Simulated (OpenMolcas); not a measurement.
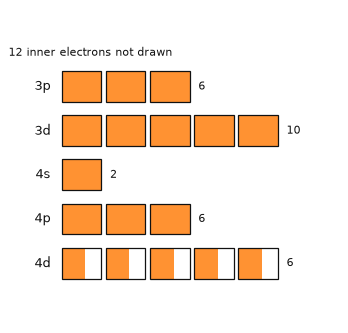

**Figure 1.** The outer shells of the leading configuration of the lowest level: a box for each of the 2l + 1 orbitals, shaded by the share of the shell that is filled, with the electron count at the right.

Multiconfigurational calculation for Pd⁴⁺ (part 1 of 2)

Pd⁴⁺. Computed at this level: state-averaged CASSCF, active space 6 electrons in the shells 4d 5d, basis ANO-R2, X2C scalar Hamiltonian, spin-orbit coupling by RASSI with atomic mean-field integrals (OpenMolcas).

## The program's output (extracts)
```
--- SEWARD ---
Basis set label: PD.ANO-R...7S5P4D2F1G.

      Electronic valence basis set:
      ------------------
      Associated Effective Charge  46.000000 au
      Associated Actual Charge     46.000000 au
      Nuclear Model: Finite nucleus - Gaussian distribution
        Gaussian exponent, Xi/bohr**(-2):  2.05009E+08

      Shell  nPrim  nBasis  Cartesian Spherical Contaminant
         s      22       7        X
         p      16       5        X
         d      12       4                 X
         f       6       2                 X
         g       5       1                 X
                  Relativistic X2C integrals
                  Atomic mean-field integrals
--- RASSCF ---
Wave function specifications:
      -----------------------------

      Number of closed shell electrons          36
      Number of electrons in active shells       6
      Max number of holes in RAS1 space          0
      Max nr of electrons in RAS3 space          0
      Number of inactive orbitals               18
      Number of active orbitals                 10
      Number of secondary orbitals              37
      Spin quantum number                      2.0
      State symmetry                             1
Orbital specifications:
      -----------------------

      Symmetry species                           1   2
                                                ag  au
      Frozen orbitals                            0   0
      Inactive orbitals                          9   9
      Active orbitals                           10   0
      RAS1 orbitals                              0   0
      RAS2 orbitals                             10   0
      RAS3 orbitals                              0   0
      Secondary orbitals                        17  20
      Deleted orbitals                           0   0
      Number of basis functions                 36  29
      Number of CSFs                          2310
      Number of root(s) required                 5
      Iter CI   SX   CI       RASSCF       Energy    max ROT     max BLB   max BLB  Level Ln srch  Step   QN
          iter iter root      energy       change     param      element    value   shift minimum  type update
 Nr of preliminary CI iterations:   1
      Total energies have been shifted. Add                -5000.00 au
        1   1    6    0   -39.08254776    0.00E+00  -4.56E-01*  12  25 1 -6.83E-03*  0.00   0.00    SX    NO
        2   1    6    0   -39.09217218   -9.62E-03*  9.40E-02   12  25 1  2.32E-03*  0.00   0.00    SX    NO
        3   1    6    0   -39.09259850   -4.26E-04*  1.78E-02   12  25 1  1.88E-03*  0.00   0.00    SX    NO
        4   1    5    0   -39.09262202   -2.35E-05*  4.31E-03   12  25 1  4.81E-04*  0.00   0.00    SX    NO
        5   1    5    0   -39.09262369   -1.68E-06* -1.48E-03    9  21 1  1.46E-04*  0.00   1.26    QN   YES
        6   1    4    0   -39.09262383   -1.38E-07*  3.82E-06    9  21 1  3.01E-05   0.00   1.01    QN   YES
        7   1    4    0   -39.09262383   -1.98E-09  -9.08E-05    9  10 2 -3.09E-05   0.00   1.23    QN   YES
      Convergence after  7 iterations
        8   1    4    0   -39.09262377    6.47E-08* -9.08E-05    9  10 2 -3.29E-04*  0.00   1.23    QN   YES
      Natural orbitals and occupation numbers for root  1
      sym 1:   0.998858   1.996967   0.998913   0.998933   0.998913   0.001115   0.001101   0.001115   0.002932   0.001151
      Natural orbitals and occupation numbers for root  2
      sym 1:   0.998926   0.998862   0.998933   0.998897   1.996967   0.002932   0.001101   0.001149   0.001106   0.001126
      Natural orbitals and occupation numbers for root  3
      sym 1:   0.998933   0.998931   0.998888   1.996967   0.998866   0.001101   0.002932   0.001132   0.001103   0.001146
::    RASSCF root number  1 Total energy:  -5039.09262377
::    RASSCF root number  2 Total energy:  -5039.09262377
::    RASSCF root number  3 Total energy:  -5039.09262377
::    RASSCF root number  4 Total energy:  -5039.09262377
::    RASSCF root number  5 Total energy:  -5039.09262377
--- RASSCF ---
Wave function specifications:
      -----------------------------

      Number of closed shell electrons          36
      Number of electrons in active shells       6
      Max number of holes in RAS1 space          0
      Max nr of electrons in RAS3 space          0
      Number of inactive orbitals               18
      Number of active orbitals                 10
      Number of secondary orbitals              37
      Spin quantum number                      1.0
      State symmetry                             1
Orbital specifications:
      -----------------------

      Symmetry species                           1   2
                                                ag  au
      Frozen orbitals                            0   0
      Inactive orbitals                          9   9
      Active orbitals                           10   0
      RAS1 orbitals                              0   0
      RAS2 orbitals                             10   0
      RAS3 orbitals                              0   0
      Secondary orbitals                        17  20
      Deleted orbitals                           0   0
      Number of basis functions                 36  29
      Number of CSFs                          6930
      Number of root(s) required                45
      Iter CI   SX   CI       RASSCF       Energy    max ROT     max BLB   max BLB  Level Ln srch  Step   QN
          iter iter root      energy       change     param      element    value   shift minimum  type update
 Nr of preliminary CI iterations:   4
      Total energies have been shifted. Add                -5000.00 au
        1   1    6    0   -38.94881398    0.00E+00   3.14E-03   12  25 1 -7.54E-03*  0.00   0.00    SX    NO
        2   2    6    0   -38.94897335   -1.59E-04*  5.49E-03    9  22 1 -8.90E-04*  0.00   0.00    SX    NO
        3   1    6    0   -38.94897613   -2.78E-06*  9.91E-04    9  10 2  1.26E-03*  0.00   0.00    SX    NO
        4   5    5    0   -38.94897792   -1.79E-06*  5.82E-04   12  25 1 -1.34E-04*  0.00   0.00    SX    NO
        5   3    5    0   -38.94897798   -5.78E-08* -4.08E-04    9  10 2  1.84E-04*  0.00   1.01    QN   YES
        6   3    4    0   -38.94897801   -2.57E-08*  1.09E-04    9  13 2 -3.79E-05   0.00   0.89    QN   YES
        7   2    4    0   -38.94897801   -4.55E-09   5.53E-05    9  10 2  4.10E-05   0.00   1.27    QN   YES
      Convergence after  7 iterations
        8   1    4    0   -38.94897801   -9.13E-10   5.53E-05    9  13 2  1.04E-05   0.00   1.27    QN   YES
      Natural orbitals and occupation numbers for root  1
      sym 1:   0.858754   1.559188   1.076220   1.315018   1.182836   0.001070   0.001547   0.001445   0.002159   0.001763
      Natural orbitals and occupation numbers for root  2
      sym 1:   1.252044   1.581574   1.007475   1.231090   0.919832   0.001146   0.001665   0.001329   0.002186   0.001659
      Natural orbitals and occupation numbers for root  3
      sym 1:   1.165361   1.565972   1.117431   1.248921   0.894331   0.001105   0.001562   0.001469   0.002166   0.001682
::    RASSCF root number  1 Total energy:  -5038.99734491
::    RASSCF root number  2 Total energy:  -5038.99734491
::    RASSCF root number  3 Total energy:  -5038.99734491
::    RASSCF root number  4 Total energy:  -5038.99734491
::    RASSCF root number  5 Total energy:  -5038.99734491
::    RASSCF root number  6 Total energy:  -5038.99734490
::    RASSCF root number  7 Total energy:  -5038.99734490
::    RASSCF root number  8 Total energy:  -5038.99734490
::    RASSCF root number  9 Total energy:  -5038.99734490
::    RASSCF root number 10 Total energy:  -5038.99734490
::    RASSCF root number 11 Total energy:  -5038.99734490
::    RASSCF root number 12 Total energy:  -5038.98538693
::    RASSCF root number 13 Total energy:  -5038.98538693
::    RASSCF root number 14 Total energy:  -5038.98538693
::    RASSCF root number 15 Total energy:  -5038.98321378
::    RASSCF root number 16 Total energy:  -5038.98321378
::    RASSCF root number 17 Total energy:  -5038.98321378
::    RASSCF root number 18 Total energy:  -5038.98321378
::    RASSCF root number 19 Total energy:  -5038.98321378
::    RASSCF root number 20 Total energy:  -5038.98321378
::    RASSCF root number 21 Total energy:  -5038.98321378
::    RASSCF root number 22 Total energy:  -5038.97384591
::    RASSCF root number 23 Total energy:  -5038.97384591
::    RASSCF root number 24 Total energy:  -5038.97384591
::    RASSCF root number 25 Total energy:  -5038.97384591
::    RASSCF root number 26 Total energy:  -5038.97384591
::    RASSCF root number 27 Total energy:  -5038.97384591
::    RASSCF root number 28 Total energy:  -5038.97384591
::    RASSCF root number 29 Total energy:  -5038.97384591
::    RASSCF root number 30 Total energy:  -5038.97384591
--- RASSCF ---
Wave function specifications:
      -----------------------------

      Number of closed shell electrons          36
      Number of electrons in active shells       6
      Max number of holes in RAS1 space          0
      Max nr of electrons in RAS3 space          0
      Number of inactive orbitals               18
      Number of active orbitals                 10
      Number of secondary orbitals              37
      Spin quantum number                      0.0
      State symmetry                             1
Orbital specifications:
      -----------------------

      Symmetry species                           1   2
                                                ag  au
      Frozen orbitals                            0   0
      Inactive orbitals                          9   9
      Active orbitals                           10   0
      RAS1 orbitals                              0   0
      RAS2 orbitals                             10   0
      RAS3 orbitals                              0   0
      Secondary orbitals                        17  20
      Deleted orbitals                           0   0
      Number of basis functions                 36  29
      Number of CSFs                          4950
      Number of root(s) required                49
      Iter CI   SX   CI       RASSCF       Energy    max ROT     max BLB   max BLB  Level Ln srch  Step   QN
          iter iter root      energy       change     param      element    value   shift minimum  type update
 Nr of preliminary CI iterations:   4
      Total energies have been shifted. Add                -5000.00 au
        1   1    6    0   -38.88286597    0.00E+00   4.40E-03   11  26 1 -3.04E-03*  0.00   0.00    SX    NO
        2   1    5    0   -38.88289729   -3.13E-05*  1.97E-03    9  22 1 -4.28E-04*  0.00   0.00    SX    NO
        3   1    4    0   -38.88289770   -4.10E-07*  5.74E-05    5  16 1 -1.04E-04*  0.00   0.00    SX    NO
        4   7    4    0   -38.88290163   -3.92E-06* -1.73E-04   11  26 1 -4.11E-04*  0.00   0.00    SX    NO
        5   4    5    0   -38.88290217   -5.47E-07*  5.07E-04    9  21 1 -4.93E-04*  0.00   1.13    QN   YES
        6   7    5    0   -38.88290235   -1.72E-07* -5.66E-05    5  16 1  1.78E-04*  0.00   0.75    QN   YES
        7   3    5    0   -38.88290242   -7.03E-08* -3.50E-05    9  21 1 -1.59E-04*  0.00   1.03    QN   YES
        8   3    4    0   -38.88290243   -1.38E-08*  4.24E-05    9  22 1  2.74E-05   0.00   1.11    QN   YES
        9   1    3    0   -38.88290243   -7.61E-10  -7.74E-06    9  21 1 -4.67E-06   0.00   1.12    QN   YES
      Convergence after  9 iterations
       10   1    3    0   -38.88290243   -1.82E-11  -7.74E-06    9  21 1 -3.73E-07   0.00   1.12    QN   YES
      Natural orbitals and occupation numbers for root  1
      sym 1:   1.803012   1.031866   1.021287   1.238477   0.897186   0.001350   0.001199   0.002547   0.001378   0.001699
      Natural orbitals and occupation numbers for root  2
      sym 1:   1.755839   0.816182   0.918214   1.183802   1.317794   0.002475   0.001829   0.001196   0.001074   0.001595
      Natural orbitals and occupation numbers for root  3
      sym 1:   1.038323   1.324405   0.841786   1.691256   1.096049   0.001384   0.001478   0.001113   0.001828   0.002377
::    RASSCF root number  1 Total energy:  -5038.94985513
::    RASSCF root number  2 Total energy:  -5038.94985513
::    RASSCF root number  3 Total energy:  -5038.94985513
::    RASSCF root number  4 Total energy:  -5038.94985513
::    RASSCF root number  5 Total energy:  -5038.94985513
::    RASSCF root number  6 Total energy:  -5038.94985513
::    RASSCF root number  7 Total energy:  -5038.94985513
::    RASSCF root number  8 Total energy:  -5038.94985513
::    RASSCF root number  9 Total energy:  -5038.94985513
::    RASSCF root number 10 Total energy:  -5038.94985513
::    RASSCF root number 11 Total energy:  -5038.94985513
::    RASSCF root number 12 Total energy:  -5038.94985513
::    RASSCF root number 13 Total energy:  -5038.94985513
::    RASSCF root number 14 Total energy:  -5038.94111196
::    RASSCF root number 15 Total energy:  -5038.94111196
::    RASSCF root number 16 Total energy:  -5038.94111196
::    RASSCF root number 17 Total energy:  -5038.94111196
::    RASSCF root number 18 Total energy:  -5038.94111196
::    RASSCF root number 19 Total energy:  -5038.94111196
::    RASSCF root number 20 Total energy:  -5038.94111196
::    RASSCF root number 21 Total energy:  -5038.94111196
::    RASSCF root number 22 Total energy:  -5038.94111196
::    RASSCF root number 23 Total energy:  -5038.91689281
::    RASSCF root number 24 Total energy:  -5038.90640983
::    RASSCF root number 25 Total energy:  -5038.90640983
::    RASSCF root number 26 Total energy:  -5038.90640983
::    RASSCF root number 27 Total energy:  -5038.90640983
::    RASSCF root number 28 Total energy:  -5038.90640983
::    RASSCF root number 29 Total energy:  -5038.87942898
::    RASSCF root number 30 Total energy:  -5038.87942898
```

(Continued in part 2.) Outcome of the run: converged.
